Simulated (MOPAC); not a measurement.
# Geometry relaxation of CH₄AlN (part 2 of 2)

CH₄AlN; AM1, closed shell, COSMO solvent acetonitrile (MOPAC 23.2.5). The geometry: force field.

Geometry of the input (Å):
```
N  -1.4199  -0.7004  -0.0089
C  -0.4008  -0.1878  -0.5444
Al 1.0183  0.4724  0.5998
H  -2.1594  -0.9911  -0.6208
H  -0.2805  -0.1526  -1.6401
H  0.8898  0.4318  2.2002
H  2.4137  1.0598  -0.0315
```

**Trajectory as extended XYZ, continued**
```
7
Properties=species:S:1:pos:R:3:forces:R:3 step=14 energy=0.74063
N    -1.3793   -0.6740    0.0222    0.0052  -0.0076   0.0006
C    -0.3244   -0.1532   -0.4765   -0.0185  -0.0069  -0.0007
Al    0.9670    0.4408    0.5681   -0.0127  -0.0095  -0.0082
H    -2.0732   -0.9991   -0.6251    0.0089   0.0057   0.0012
H    -0.1802   -0.0610   -1.5802    0.0128   0.0092   0.0092
H     0.8137    0.4265    1.9882   -0.0034   0.0042  -0.0020
H     2.1536    0.9270   -0.0610    0.0077   0.0049   0.0000
7
Properties=species:S:1:pos:R:3:forces:R:3 step=15 energy=0.74052
N    -1.3799   -0.6744    0.0221    0.0038  -0.0091   0.0024
C    -0.3247   -0.1535   -0.4757   -0.0047   0.0003  -0.0043
Al    0.9674    0.4408    0.5677   -0.0081  -0.0058  -0.0033
H    -2.0731   -0.9987   -0.6262    0.0027   0.0029   0.0004
H    -0.1793   -0.0599   -1.5790    0.0072   0.0060   0.0017
H     0.8133    0.4271    1.9876   -0.0018   0.0044   0.0017
H     2.1545    0.9276   -0.0611    0.0009   0.0013   0.0014
7
Properties=species:S:1:pos:R:3:forces:R:3 step=16 energy=0.74048
N    -1.3799   -0.6746    0.0222    0.0030  -0.0084  -0.0011
C    -0.3249   -0.1535   -0.4755    0.0029   0.0024  -0.0038
Al    0.9673    0.4405    0.5675   -0.0025  -0.0015   0.0026
H    -2.0729   -0.9983   -0.6264   -0.0025  -0.0002   0.0000
H    -0.1786   -0.0592   -1.5786    0.0015   0.0040  -0.0012
H     0.8130    0.4278    1.9874   -0.0013   0.0040   0.0016
H     2.1546    0.9278   -0.0610   -0.0011  -0.0003   0.0018
7
Properties=species:S:1:pos:R:3:forces:R:3 step=17 energy=0.74048
N    -1.3798   -0.6747    0.0223    0.0038  -0.0065  -0.0038
C    -0.3249   -0.1534   -0.4756    0.0047   0.0012  -0.0014
Al    0.9672    0.4404    0.5674    0.0000   0.0010   0.0049
H    -2.0729   -0.9981   -0.6263   -0.0043  -0.0019  -0.0007
H    -0.1783   -0.0587   -1.5786   -0.0017   0.0034  -0.0018
H     0.8128    0.4283    1.9874   -0.0014   0.0035   0.0010
H     2.1546    0.9276   -0.0610   -0.0011  -0.0008   0.0018
7
Properties=species:S:1:pos:R:3:forces:R:3 step=18 energy=0.74049
N    -1.3795   -0.6749    0.0224    0.0042  -0.0037  -0.0064
C    -0.3250   -0.1533   -0.4758    0.0052  -0.0010   0.0012
Al    0.9672    0.4401    0.5674    0.0012   0.0035   0.0064
H    -2.0731   -0.9979   -0.6259   -0.0037  -0.0030  -0.0016
H    -0.1781   -0.0580   -1.5787   -0.0049   0.0028  -0.0013
H     0.8126    0.4292    1.9874   -0.0017   0.0026   0.0003
H     2.1545    0.9274   -0.0610   -0.0004  -0.0012   0.0015
7
Properties=species:S:1:pos:R:3:forces:R:3 step=19 energy=0.74052
N    -1.3794   -0.6752    0.0224    0.0040  -0.0019  -0.0070
C    -0.3250   -0.1532   -0.4759    0.0041  -0.0027   0.0023
Al    0.9672    0.4399    0.5675    0.0006   0.0049   0.0065
H    -2.0735   -0.9977   -0.6256   -0.0006  -0.0027  -0.0024
H    -0.1781   -0.0571   -1.5788   -0.0068   0.0022  -0.0003
H     0.8124    0.4304    1.9875   -0.0020   0.0017  -0.0002
H     2.1546    0.9269   -0.0609    0.0006  -0.0014   0.0011
7
Properties=species:S:1:pos:R:3:forces:R:3 step=20 energy=0.74055
N    -1.3791   -0.6758    0.0221    0.0026  -0.0011  -0.0049
C    -0.3251   -0.1531   -0.4760    0.0005  -0.0028   0.0020
Al    0.9673    0.4397    0.5676   -0.0027   0.0052   0.0044
H    -2.0744   -0.9976   -0.6251    0.0074  -0.0006  -0.0032
H    -0.1787   -0.0553   -1.5788   -0.0073   0.0008   0.0015
H     0.8121    0.4326    1.9876   -0.0025   0.0004  -0.0001
H     2.1549    0.9260   -0.0609    0.0020  -0.0018   0.0004
7
Properties=species:S:1:pos:R:3:forces:R:3 step=21 energy=0.74055
N    -1.3791   -0.6760    0.0220    0.0022  -0.0032  -0.0031
C    -0.3251   -0.1531   -0.4759   -0.0006  -0.0014   0.0008
Al    0.9674    0.4397    0.5676   -0.0036   0.0041   0.0031
H    -2.0745   -0.9975   -0.6253    0.0084   0.0007  -0.0029
H    -0.1791   -0.0548   -1.5787   -0.0059   0.0012   0.0014
H     0.8121    0.4332    1.9876   -0.0026   0.0005   0.0003
H     2.1550    0.9256   -0.0609    0.0020  -0.0019   0.0005
7
Properties=species:S:1:pos:R:3:forces:R:3 step=22 energy=0.74058
N    -1.3786   -0.6807    0.0200   -0.0107  -0.0211   0.0271
C    -0.3252   -0.1535   -0.4742   -0.0197   0.0285  -0.0223
Al    0.9687    0.4395    0.5685   -0.0191  -0.0107  -0.0177
H    -2.0770   -0.9953   -0.6280    0.0312   0.0091   0.0019
H    -0.1873   -0.0420   -1.5770    0.0198  -0.0013   0.0032
H     0.8100    0.4475    1.9875   -0.0037  -0.0012   0.0063
H     2.1590    0.9158   -0.0625    0.0022  -0.0032   0.0015
7
Properties=species:S:1:pos:R:3:forces:R:3 step=23 energy=0.74052
N    -1.3789   -0.6776    0.0214    0.0009  -0.0131   0.0055
C    -0.3251   -0.1532   -0.4753   -0.0055   0.0079  -0.0049
Al    0.9678    0.4397    0.5679   -0.0069  -0.0017  -0.0031
H    -2.0748   -0.9967   -0.6266    0.0099   0.0042  -0.0006
H    -0.1820   -0.0505   -1.5780    0.0023   0.0039  -0.0004
H     0.8113    0.4380    1.9875   -0.0030   0.0008   0.0024
H     2.1564    0.9219   -0.0617    0.0024  -0.0020   0.0011
7
Properties=species:S:1:pos:R:3:forces:R:3 step=24 energy=0.74049
N    -1.3786   -0.6787    0.0212   -0.0031  -0.0090   0.0080
C    -0.3252   -0.1530   -0.4750   -0.0082   0.0122  -0.0068
Al    0.9680    0.4395    0.5680   -0.0087  -0.0016  -0.0049
H    -2.0752   -0.9961   -0.6271    0.0138   0.0006   0.0000
H    -0.1835   -0.0477   -1.5777    0.0062   0.0007  -0.0003
H     0.8107    0.4412    1.9875   -0.0029  -0.0005   0.0027
H     2.1572    0.9196   -0.0621    0.0028  -0.0024   0.0013
7
Properties=species:S:1:pos:R:3:forces:R:3 step=25 energy=0.74046
N    -1.3783   -0.6791    0.0214   -0.0012  -0.0057   0.0024
C    -0.3254   -0.1526   -0.4751   -0.0059   0.0092  -0.0043
Al    0.9679    0.4394    0.5680   -0.0057   0.0012  -0.0016
H    -2.0745   -0.9960   -0.6274    0.0082  -0.0032   0.0007
H    -0.1837   -0.0469   -1.5778    0.0038   0.0018   0.0003
H     0.8103    0.4422    1.9876   -0.0027  -0.0007   0.0009
H     2.1574    0.9184   -0.0623    0.0036  -0.0025   0.0016
7
Properties=species:S:1:pos:R:3:forces:R:3 step=26 energy=0.74079
N    -1.3758   -0.6838    0.0221    0.0135   0.0250  -0.0309
C    -0.3273   -0.1484   -0.4749    0.0047  -0.0144   0.0174
Al    0.9674    0.4379    0.5680    0.0090   0.0190   0.0153
H    -2.0706   -0.9959   -0.6297   -0.0252  -0.0302   0.0031
H    -0.1878   -0.0358   -1.5772   -0.0092   0.0080   0.0007
H     0.8059    0.4558    1.9877   -0.0019  -0.0053  -0.0091
H     2.1609    0.9044   -0.0637    0.0091  -0.0020   0.0035
7
Properties=species:S:1:pos:R:3:forces:R:3 step=27 energy=0.74055
N    -1.3770   -0.6817    0.0216    0.0044   0.0055  -0.0107
C    -0.3265   -0.1504   -0.4749    0.0007  -0.0009   0.0042
Al    0.9677    0.4387    0.5679    0.0011   0.0079   0.0061
H    -2.0727   -0.9964   -0.6284   -0.0071  -0.0137   0.0014
H    -0.1862   -0.0404   -1.5774   -0.0024   0.0054  -0.0001
H     0.8079    0.4499    1.9875   -0.0028  -0.0029  -0.0027
H     2.1597    0.9105   -0.0627    0.0062  -0.0013   0.0019
7
Properties=species:S:1:pos:R:3:forces:R:3 step=28 energy=0.74086
N    -1.3768   -0.6825    0.0214    0.0029   0.0032  -0.0062
C    -0.3268   -0.1500   -0.4748   -0.0005   0.0042   0.0018
Al    0.9679    0.4386    0.5680   -0.0019   0.0077   0.0036
H    -2.0729   -0.9970   -0.6284   -0.0018  -0.0117   0.0011
H    -0.1873   -0.0379   -1.5772   -0.0006   0.0027   0.0003
H     0.8074    0.4524    1.9874   -0.0032  -0.0040  -0.0019
H     2.1610    0.9083   -0.0623    0.0050  -0.0021   0.0014
7
Properties=species:S:1:pos:R:3:forces:R:3 step=29 energy=0.74078
N    -1.3754   -0.6866    0.0205    0.0023  -0.0080   0.0068
C    -0.3285   -0.1469   -0.4744   -0.0077   0.0097  -0.0069
Al    0.9685    0.4383    0.5679   -0.0071   0.0071  -0.0003
H    -2.0724   -1.0018   -0.6282    0.0122   0.0016  -0.0006
H    -0.1932   -0.0256   -1.5763    0.0031  -0.0006   0.0000
H     0.8037    0.4648    1.9865   -0.0048  -0.0047   0.0018
H     2.1680    0.8941   -0.0606    0.0020  -0.0050  -0.0008
7
Properties=species:S:1:pos:R:3:forces:R:3 step=30 energy=0.74066
N    -1.3688   -0.7029    0.0184    0.0455  -0.0080   0.0019
C    -0.3355   -0.1337   -0.4730   -0.0498   0.0059  -0.0174
Al    0.9699    0.4367    0.5681   -0.0050   0.0160  -0.0078
H    -2.0675   -1.0174   -0.6293    0.0318   0.0242  -0.0025
H    -0.2153    0.0218   -1.5734    0.0033  -0.0111   0.0280
H     0.7887    0.5136    1.9837   -0.0054  -0.0066  -0.0099
H     2.1925    0.8374   -0.0574   -0.0205  -0.0204   0.0076
7
Properties=species:S:1:pos:R:3:forces:R:3 step=31 energy=0.74054
N    -1.3671   -0.7033    0.0190   -0.0559  -0.0414   0.0366
C    -0.3365   -0.1329   -0.4734    0.0751   0.0432   0.0229
Al    0.9694    0.4367    0.5678   -0.0324   0.0048  -0.0026
H    -2.0653   -1.0150   -0.6299    0.0003  -0.0032  -0.0049
H    -0.2153    0.0207   -1.5715    0.0029   0.0087  -0.0472
H     0.7883    0.5134    1.9822   -0.0085  -0.0054   0.0074
H     2.1899    0.8348   -0.0561    0.0186  -0.0067  -0.0123
7
Properties=species:S:1:pos:R:3:forces:R:3 step=32 energy=0.74029
N    -1.3669   -0.7043    0.0190   -0.0127  -0.0181   0.0144
C    -0.3366   -0.1318   -0.4731    0.0208   0.0192   0.0035
Al    0.9693    0.4367    0.5679   -0.0124   0.0116  -0.0024
H    -2.0647   -1.0163   -0.6302    0.0058  -0.0006  -0.0026
H    -0.2165    0.0233   -1.5723    0.0014   0.0037  -0.0120
H     0.7872    0.5157    1.9825   -0.0066  -0.0048   0.0014
H     2.1918    0.8310   -0.0573    0.0038  -0.0110  -0.0024
7
Properties=species:S:1:pos:R:3:forces:R:3 step=33 energy=0.73912
N    -1.3547   -0.7289    0.0169    0.0898   0.0431  -0.0502
C    -0.3486   -0.1099   -0.4720   -0.0080  -0.0313   0.0475
Al    0.9703    0.4350    0.5683    0.0108   0.0364  -0.0127
H    -2.0534   -1.0387   -0.6321   -0.0013   0.0030  -0.0057
H    -0.2488    0.0910   -1.5673   -0.0219  -0.0051   0.0421
H     0.7633    0.5854    1.9786    0.0149  -0.0109  -0.0659
H     2.2273    0.7410   -0.0543   -0.0842  -0.0352   0.0449
7
Properties=species:S:1:pos:R:3:forces:R:3 step=34 energy=0.73856
N    -1.3536   -0.7293    0.0169    0.0458   0.0142  -0.0283
C    -0.3483   -0.1093   -0.4712    0.0017  -0.0166   0.0117
Al    0.9698    0.4354    0.5678    0.0068   0.0273  -0.0036
H    -2.0522   -1.0388   -0.6323   -0.0014   0.0037  -0.0032
H    -0.2504    0.0925   -1.5664   -0.0154  -0.0003   0.0329
H     0.7628    0.5857    1.9758    0.0097  -0.0049  -0.0348
H     2.2256    0.7364   -0.0525   -0.0471  -0.0234   0.0252
7
Properties=species:S:1:pos:R:3:forces:R:3 step=35 energy=0.73813
N    -1.3514   -0.7307    0.0165   -0.0203  -0.0262   0.0127
C    -0.3480   -0.1084   -0.4704    0.0121   0.0115  -0.0057
Al    0.9692    0.4364    0.5673   -0.0132   0.0051   0.0048
H    -2.0507   -1.0385   -0.6327   -0.0019  -0.0025  -0.0035
H    -0.2547    0.0969   -1.5640    0.0036   0.0101  -0.0144
H     0.7620    0.5882    1.9715    0.0004   0.0045   0.0150
H     2.2231    0.7261   -0.0493    0.0192  -0.0025  -0.0089
7
Properties=species:S:1:pos:R:3:forces:R:3 step=36 energy=0.73655
N    -1.3421   -0.7465    0.0151    0.0506   0.0245  -0.0467
C    -0.3551   -0.0941   -0.4685   -0.0525  -0.0272  -0.0295
Al    0.9692    0.4360    0.5668    0.0256   0.0036   0.0163
H    -2.0423   -1.0523   -0.6343   -0.0005   0.0028  -0.0013
H    -0.2773    0.1416   -1.5594   -0.0109  -0.0061   0.0532
H     0.7468    0.6326    1.9646    0.0128   0.0141  -0.0065
H     2.2426    0.6633   -0.0438   -0.0251  -0.0116   0.0144
7
Properties=species:S:1:pos:R:3:forces:R:3 step=37 energy=0.73517
N    -1.3354   -0.7579    0.0138    0.1168   0.0659  -0.0946
C    -0.3603   -0.0845   -0.4675   -0.0980  -0.0533  -0.0175
Al    0.9694    0.4355    0.5665    0.0490   0.0030   0.0162
H    -2.0370   -1.0613   -0.6352    0.0002   0.0052   0.0009
H    -0.2937    0.1734   -1.5554   -0.0220  -0.0188   0.0950
H     0.7367    0.6650    1.9601    0.0259   0.0123  -0.0370
H     2.2559    0.6193   -0.0396   -0.0718  -0.0141   0.0371
7
Properties=species:S:1:pos:R:3:forces:R:3 step=38 energy=0.73466
N    -1.3339   -0.7612    0.0112   -0.0254   0.0008  -0.0230
C    -0.3628   -0.0854   -0.4696    0.1116   0.0159   0.1519
Al    0.9712    0.4350    0.5681   -0.0519  -0.0160  -0.0106
H    -2.0410   -1.0577   -0.6348    0.0018  -0.0074  -0.0038
H    -0.2989    0.1792   -1.5506   -0.0088   0.0248  -0.0620
H     0.7393    0.6780    1.9627    0.0254  -0.0033  -0.0817
H     2.2563    0.6149   -0.0386   -0.0526  -0.0147   0.0292
7
Properties=species:S:1:pos:R:3:forces:R:3 step=39 energy=0.73445
N    -1.3328   -0.7625    0.0113    0.0082   0.0114  -0.0305
C    -0.3621   -0.0837   -0.4673    0.0188  -0.0026   0.0445
Al    0.9702    0.4355    0.5672   -0.0086  -0.0139   0.0038
H    -2.0387   -1.0593   -0.6361    0.0027  -0.0034  -0.0037
H    -0.3011    0.1840   -1.5501   -0.0062   0.0082   0.0035
H     0.7377    0.6799    1.9581    0.0204   0.0101  -0.0364
H     2.2562    0.6063   -0.0369   -0.0352  -0.0099   0.0189
7
Properties=species:S:1:pos:R:3:forces:R:3 step=40 energy=0.73463
N    -1.3318   -0.7645    0.0105   -0.0005  -0.0013  -0.0152
C    -0.3621   -0.0828   -0.4655   -0.0094   0.0047  -0.0018
Al    0.9701    0.4356    0.5668   -0.0006  -0.0148   0.0125
H    -2.0381   -1.0591   -0.6374    0.0054  -0.0045  -0.0065
H    -0.3038    0.1896   -1.5479   -0.0012   0.0056   0.0120
H     0.7376    0.6857    1.9544    0.0151   0.0164  -0.0060
H     2.2555    0.5991   -0.0353   -0.0088  -0.0062   0.0050
7
Properties=species:S:1:pos:R:3:forces:R:3 step=41 energy=0.73447
N    -1.3274   -0.7730    0.0085    0.0320   0.0213  -0.0338
C    -0.3648   -0.0770   -0.4626   -0.0670  -0.0229  -0.0458
Al    0.9701    0.4351    0.5664    0.0224  -0.0074   0.0241
H    -2.0350   -1.0629   -0.6400    0.0077  -0.0020  -0.0058
H    -0.3150    0.2126   -1.5424   -0.0047  -0.0031   0.0492
H     0.7332    0.7105    1.9473    0.0166   0.0205   0.0087
H     2.2608    0.5690   -0.0313   -0.0069  -0.0064   0.0035
7
Properties=species:S:1:pos:R:3:forces:R:3 step=42 energy=0.73417
N    -1.3271   -0.7740    0.0076    0.0099   0.0088  -0.0170
C    -0.3653   -0.0769   -0.4621   -0.0426  -0.0154  -0.0341
Al    0.9704    0.4347    0.5666    0.0097  -0.0076   0.0194
H    -2.0353   -1.0624   -0.6408    0.0067  -0.0031  -0.0075
H    -0.3162    0.2150   -1.5406   -0.0023   0.0044   0.0262
H     0.7343    0.7149    1.9463    0.0138   0.0197   0.0154
H     2.2603    0.5670   -0.0309    0.0048  -0.0068  -0.0024
7
Properties=species:S:1:pos:R:3:forces:R:3 step=43 energy=0.73412
N    -1.3272   -0.7745    0.0070   -0.0190  -0.0177  -0.0006
C    -0.3661   -0.0771   -0.4625    0.0133   0.0135   0.0049
Al    0.9708    0.4345    0.5672   -0.0113  -0.0098   0.0036
H    -2.0354   -1.0627   -0.6414    0.0008  -0.0045  -0.0091
H    -0.3172    0.2163   -1.5395    0.0005   0.0118  -0.0061
H     0.7359    0.7183    1.9468    0.0123   0.0157   0.0086
H     2.2604    0.5662   -0.0313    0.0034  -0.0090  -0.0012
7
Properties=species:S:1:pos:R:3:forces:R:3 step=44 energy=0.73407
N    -1.3271   -0.7751    0.0067   -0.0157  -0.0159  -0.0030
C    -0.3663   -0.0768   -0.4623    0.0102   0.0101   0.0098
Al    0.9709    0.4343    0.5673   -0.0128  -0.0071   0.0076
H    -2.0353   -1.0629   -0.6419    0.0016  -0.0042  -0.0085
H    -0.3178    0.2176   -1.5390    0.0007   0.0129  -0.0081
H     0.7363    0.7205    1.9468    0.0125   0.0141   0.0035
H     2.2606    0.5649   -0.0313    0.0034  -0.0100  -0.0014
7
Properties=species:S:1:pos:R:3:forces:R:3 step=45 energy=0.73443
N    -1.3272   -0.7755    0.0065    0.0011  -0.0044  -0.0089
C    -0.3664   -0.0765   -0.4621   -0.0077  -0.0015   0.0071
Al    0.9708    0.4342    0.5673   -0.0083  -0.0037   0.0112
H    -2.0351   -1.0631   -0.6424    0.0019  -0.0036  -0.0091
H    -0.3180    0.2183   -1.5389    0.0003   0.0116   0.0002
H     0.7371    0.7221    1.9469    0.0120   0.0126  -0.0001
H     2.2608    0.5641   -0.0314    0.0008  -0.0109  -0.0005
7
Properties=species:S:1:pos:R:3:forces:R:3 step=46 energy=0.73440
N    -1.3272   -0.7758    0.0063    0.0011  -0.0045  -0.0099
C    -0.3665   -0.0764   -0.4619   -0.0079  -0.0009   0.0050
Al    0.9708    0.4342    0.5674   -0.0066  -0.0026   0.0110
H    -2.0350   -1.0633   -0.6428    0.0024  -0.0032  -0.0083
H    -0.3181    0.2188   -1.5387    0.0002   0.0107   0.0032
H     0.7378    0.7231    1.9469    0.0112   0.0120  -0.0009
H     2.2608    0.5635   -0.0316   -0.0004  -0.0113  -0.0001
7
Properties=species:S:1:pos:R:3:forces:R:3 step=47 energy=0.73435
N    -1.3273   -0.7761    0.0061   -0.0004  -0.0063  -0.0092
C    -0.3667   -0.0762   -0.4617   -0.0045   0.0019   0.0023
Al    0.9708    0.4342    0.5676   -0.0048  -0.0023   0.0087
H    -2.0348   -1.0636   -0.6434    0.0021  -0.0029  -0.0080
H    -0.3182    0.2196   -1.5384   -0.0003   0.0097   0.0060
H     0.7388    0.7245    1.9469    0.0097   0.0118   0.0000
H     2.2608    0.5625   -0.0318   -0.0017  -0.0118   0.0002
7
Properties=species:S:1:pos:R:3:forces:R:3 step=48 energy=0.73435
N    -1.3273   -0.7762    0.0060   -0.0016  -0.0068  -0.0085
C    -0.3668   -0.0762   -0.4616   -0.0029   0.0028   0.0025
Al    0.9708    0.4342    0.5676   -0.0051  -0.0025   0.0081
H    -2.0348   -1.0636   -0.6435    0.0020  -0.0031  -0.0081
H    -0.3182    0.2197   -1.5383   -0.0003   0.0096   0.0055
H     0.7390    0.7247    1.9468    0.0094   0.0117   0.0004
H     2.2608    0.5623   -0.0318   -0.0016  -0.0118   0.0001
```

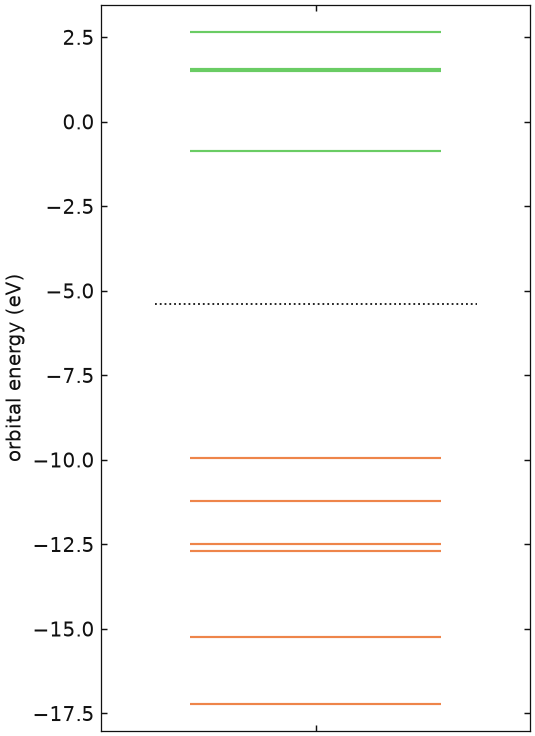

**Figure 1.** Orbital energies near the frontier; the dotted line parts filled from empty levels, and levels within 0.02 eV of each other stand side by side. Highest filled −9.95 eV, lowest empty −0.85 eV, 9.10 eV apart.

**Results in brief**

| quantity | value |
| --- | --- |
| outcome | converged |
| heat of formation | 16.93 kcal/mol |
| basis functions | 16 |
| largest force | 0.023 eV/Å |
| HOMO | −9.95 eV |
| LUMO | −0.85 eV |
| dipole moment | 2.04 D |
| hardware | 1 thread of Arm Neoverse V2, 24 GiB of memory available, shared host |
| peak memory | 0.12 GiB |

Notes on the run: TRUST RADIUS NOW LESS THAN  0.00010 OPTIMIZATION TERMINATING. MOPAC's energies along a path are heats of formation.
